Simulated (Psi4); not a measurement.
**doublet BN+: levels of theory compared**

We compute a comparison of 4 runs (U-r2SCAN/cc-pVTZ, U-revPBE/cc-pVTZ, UBHLYP/cc-pVTZ, UMP2/cc-pVTZ) of doublet BN+. 

Program for the calculation: Psi4 1.11.

10 further runs of the same task are left out: 8 that didn't finish, 2 set aside as unsound or not needed.

## Step 1: Starting point

BN+: 2 atoms, total charge +1, spin state doublet. As SMILES of the parent species, `B#N`. Geometry: relaxed at PBE0-D4/def2-TZVP. That shape belongs to the parent species and isn't relaxed for this state.

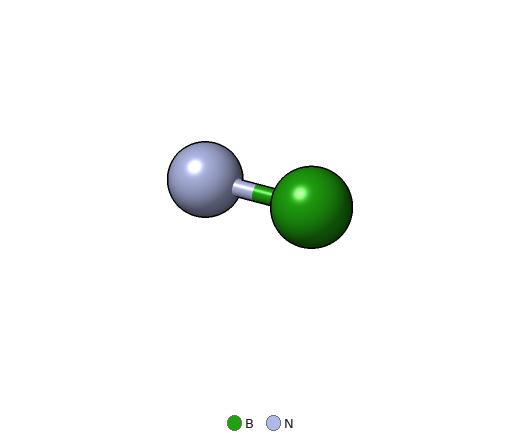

Viewed from a chosen angle; boron green, nitrogen light blue.

## Step 2: Energy and forces at U-r2SCAN/cc-pVTZ (run 1)

File input.in:

```
memory 2200 mb

molecule m {
  1 2
  B      0.000000     0.000000    -0.023520
  N      0.000000     0.000000     1.291950
  units angstrom
  symmetry c1
}

set basis cc-pVTZ
set reference uks
set puream true
set e_convergence 1e-09
set d_convergence 1e-08
set scf_type pk
set dft_radial_points 99
set dft_spherical_points 590
set maxiter 100

result, w = gradient("r2scan", return_wfn=True)
oeprop(w, "DIPOLE", "MAYER_INDICES", "QUADRUPOLE", title="R2SCAN")
```

Run with:

```
$ psi4 input.in input.out -n 1
```

input.out:

```text
[...]
  Running in c1 symmetry.
[...]
  Nuclear repulsion =   14.079532314267903
[...]
  Multiplicity = 2
[...]
  Nalpha       = 6
  Nbeta        = 5
[...]
    Number of basis functions: 60
[...]
   @UKS iter   1:   -78.70919360831846    1.14608e-01   1.04175e-02 DIIS/ADIIS
[...]
   @UKS iter  15:   -78.93876969374296   -6.96332e-13   4.41382e-09 DIIS
[...]
   @S^2 Observed:                7.564912068E-01
[...]
  @UKS Final Energy:   -78.93876969374296
   => Energetics <=
    Nuclear Repulsion Energy =             14.0795323142679027
    One-Electron Energy =                -130.1166552092075506
    Two-Electron Energy =                  47.5199486714042223
    DFT Exchange-Correlation Energy =     -10.4215954702075386
    Empirical Dispersion Energy =           0.0000000000000000
    VV10 Nonlocal Energy =                  0.0000000000000000
    Total Energy =                        -78.9387696937429553
[...]
  -Total Gradient:
     Atom            X                  Y                   Z
    ------   -----------------  -----------------  -----------------
       1        0.000000000000    -0.000000000000     0.021659854116
       2       -0.000000000000    -0.000000000000    -0.021394023235
[...]
 Multipole Moments:
 ------------------------------------------------------------------------------------
     Multipole            Electronic (a.u.)      Nuclear  (a.u.)        Total (a.u.)
 ------------------------------------------------------------------------------------
 L = 1.  Multiply by 2.5417464519 to convert [e a0] to [Debye]
 Dipole X            :          0.0000000            0.0000000            0.0000000
 Dipole Y            :         -0.0000000            0.0000000           -0.0000000
 Dipole Z            :         -2.3825417            0.7006475           -1.6818942
 Magnitude           :                                                    1.6818942
 L = 2.  Multiply by 1.3450342976 to convert [e a0^2] to [Debye ang]
 Quadrupole XX       :         -6.9949723            0.0000000           -6.9949723
 Quadrupole XY       :          0.0059573            0.0000000            0.0059573
[...]
```

It took 40 s on 1 thread of Intel Xeon at 2.50GHz (Skylake/Cascade Lake), shared host; peak memory 0.72 GiB.

## Step 3: A single-point energy at U-revPBE/cc-pVTZ (run 2)

File calc.py:

```python
import psi4

psi4.set_memory('2200 MB')
psi4.set_num_threads(1)
psi4.core.set_output_file('psi4.out', False)

geom = psi4.geometry("""
1 2
B      0.000000     0.000000    -0.023520
N      0.000000     0.000000     1.291950
symmetry c1
""")

options = {'basis': 'cc-pVTZ', 'reference': 'uks', 'puream': True, 'e_convergence': 1e-09, 'd_convergence': 1e-08, 'scf_type': 'pk', 'dft_radial_points': 99, 'dft_spherical_points': 590, 'maxiter': 100}
psi4.set_options(options)

e_tot, wfn = psi4.energy('revpbe', return_wfn=True)
print(f'total energy {e_tot:.8f} hartree = {e_tot * 27.211386:.5f} eV')
```

Run with:

```
$ python calc.py
```

psi4.out:

```text
[...]
  Running in c1 symmetry.
[...]
  Nuclear repulsion =   14.079532314267903
[...]
  Multiplicity = 2
[...]
  Nalpha       = 6
  Nbeta        = 5
[...]
    Number of basis functions: 60
[...]
   @UKS iter   1:   -78.71714589440738    1.89973e-01   1.11770e-02 DIIS/ADIIS
[...]
   @UKS iter  17:   -78.97779592094832   -8.10019e-13   6.60982e-09 DIIS
[...]
   @S^2 Observed:                7.624176535E-01
[...]
    Orbital Energies [Eh]
    ---------------------
    Alpha Occupied:
       1A    -14.434696     2A     -7.045243     3A     -1.123433
       4A     -0.692731     5A     -0.668109     6A     -0.621663
    Alpha Virtual:
       7A     -0.601716     8A     -0.397233     9A     -0.368044
      10A     -0.150164    11A     -0.095475    12A     -0.085455
      13A     -0.075704    14A      0.055912    15A      0.073741
      16A      0.075002    17A      0.177402    18A      0.183008
      19A      0.203765    20A      0.238867    21A      0.256124
      22A      0.481651    23A      0.549972    24A      0.715106
      25A      0.716505    26A      0.818241    27A      0.835430
[...]
  @UKS Final Energy:   -78.97779592094832
   => Energetics <=
    Nuclear Repulsion Energy =             14.0795323142679027
    One-Electron Energy =                -130.1123215546498955
    Two-Electron Energy =                  47.5087232346717059
    DFT Exchange-Correlation Energy =     -10.4537299152380356
    Empirical Dispersion Energy =           0.0000000000000000
    VV10 Nonlocal Energy =                  0.0000000000000000
    Total Energy =                        -78.9777959209483242
[...]
 Multipole Moments:
 ------------------------------------------------------------------------------------
     Multipole            Electronic (a.u.)      Nuclear  (a.u.)        Total (a.u.)
 ------------------------------------------------------------------------------------
 L = 1.  Multiply by 2.5417464519 to convert [e a0] to [Debye]
 Dipole X            :          0.0000000            0.0000000            0.0000000
 Dipole Y            :          0.0000000            0.0000000            0.0000000
 Dipole Z            :         -2.2667762            0.7006475           -1.5661287
 Magnitude           :                                                    1.5661287
[...]
```

On the terminal:

```text
total energy -78.97779592 hartree = -2149.09529 eV
```

Wall time 17 s (1 thread of Intel Xeon at 2.50GHz (Skylake/Cascade Lake), shared host); peak memory 0.44 GiB.

Run 3 isn't shown in full; the table further down has it.

## Step 4: A single-point energy at UMP2/cc-pVTZ (run 4)

File bn.in:

```
memory 2200 mb

molecule mol {
  1 2
  B      0.00000000     0.00000000    -0.04444636
  N      0.00000000     0.00000000     2.44143167
  units bohr
  symmetry c1
}

set basis cc-pVTZ
set reference uhf
set puream true
set e_convergence 1e-09
set d_convergence 1e-08
set scf_type pk
set num_frozen_docc 2
set mp2_type conv
set maxiter 100

energy_value = energy("mp2")
print_variables()
```

Run with:

```
$ psi4 -n 1 bn.in bn.out
```

bn.out:

```text
[...]
  Running in c1 symmetry.
[...]
  Nuclear repulsion =   14.079532293062663
[...]
  Multiplicity = 2
[...]
  Nalpha       = 6
  Nbeta        = 5
[...]
    Number of basis functions: 60
[...]
   @UHF iter   1:   -78.42053348709490   -5.09720e-01   7.02937e-03 DIIS/ADIIS
[...]
   @UHF iter  21:   -78.54860495605951    3.92220e-12   8.51177e-09 DIIS
[...]
   @S^2 Observed:                8.053734399E-01
[...]
    Orbital Energies [Eh]
    ---------------------
    Alpha Occupied:
       1A    -15.981251     2A     -8.152779     3A     -1.484030
       4A     -0.856397     5A     -0.850752     6A     -0.797382
    Alpha Virtual:
       7A     -0.430318     8A     -0.211818     9A     -0.183181
      10A     -0.033452    11A      0.009181    12A      0.029664
      13A      0.043606    14A      0.225832    15A      0.228008
      16A      0.251199    17A      0.360968    18A      0.381363
      19A      0.381508    20A      0.429874    21A      0.456088
      22A      0.756952    23A      0.795916    24A      0.998204
      25A      0.998922    26A      1.105576    27A      1.112804
[...]
  @UHF Final Energy:   -78.54860495605951
   => Energetics <=
    Nuclear Repulsion Energy =             14.0795322930626625
    One-Electron Energy =                -130.0608724712102742
    Two-Electron Energy =                  37.4327352220880982
    Total Energy =                        -78.5486049560595063
  UHF NO Occupations:
  HONO-2 :    4  A 1.9878830
  HONO-1 :    5  A 1.9860051
[...]
 Multipole Moments:
 ------------------------------------------------------------------------------------
     Multipole            Electronic (a.u.)      Nuclear  (a.u.)        Total (a.u.)
 ------------------------------------------------------------------------------------
 L = 1.  Multiply by 2.5417464519 to convert [e a0] to [Debye]
 Dipole X            :          0.0000000            0.0000000            0.0000000
 Dipole Y            :         -0.0000000            0.0000000           -0.0000000
 Dipole Z            :         -2.8943812            0.7006475           -2.1937337
 Magnitude           :                                                    2.1937337
[...]
	SCS-MP2 Total Energy (a.u.)        :   -78.78758672956724
	SOS-MP2 Total Energy (a.u.)        :   -78.76794418103806
	SCSN-MP2 Total Energy (a.u.)       :   -78.65231761229360
[...]
	SOS-PI-MP2 Total Energy (a.u.)     :   -78.80450071853450
[...]
	MP2 Total Energy (a.u.)            :   -78.79031528912920
[...]
```

It took 8.4 s on 1 thread of Intel Xeon at 2.50GHz (Skylake/Cascade Lake), shared host; peak memory 0.26 GiB.

## Step 5: All runs side by side

```
run             level      task  frozen core orbitals  energy (Eh)  HOMO energy (eV)  LUMO energy (eV)   ⟨S²⟩  wall time
  1  U-r2SCAN/cc-pVTZ  gradient                     0   -78.938770            -16.81            -16.14  0.756       40 s
  2  U-revPBE/cc-pVTZ    energy                     0   -78.977796            -16.57            -16.37  0.762       17 s
  3    UBHLYP/cc-pVTZ  gradient                     0   -78.934842            -19.02            -14.40  0.761       22 s
  4      UMP2/cc-pVTZ    energy                     2   -78.790315            -20.30            -11.71  0.805      8.4 s
```

## Step 6: Outcome

| quantity | value |
| --- | --- |
| run 4: total energy | -78.79032 Eh |
| run 4: HOMO energy (Hartree–Fock orbitals) (highest over α and β) | -20.30 eV |
| run 4: LUMO energy (Hartree–Fock orbitals) (lowest over α and β) | -11.71 eV |
| run 4: correlation energy (2 core orbitals frozen) | -241.7 mEh |
| run 4: ⟨S²⟩ of the reference determinant | 0.805 |

Totals of different functionals can't be ranked against each other. All runs together took 87 s, the longest 40 s.
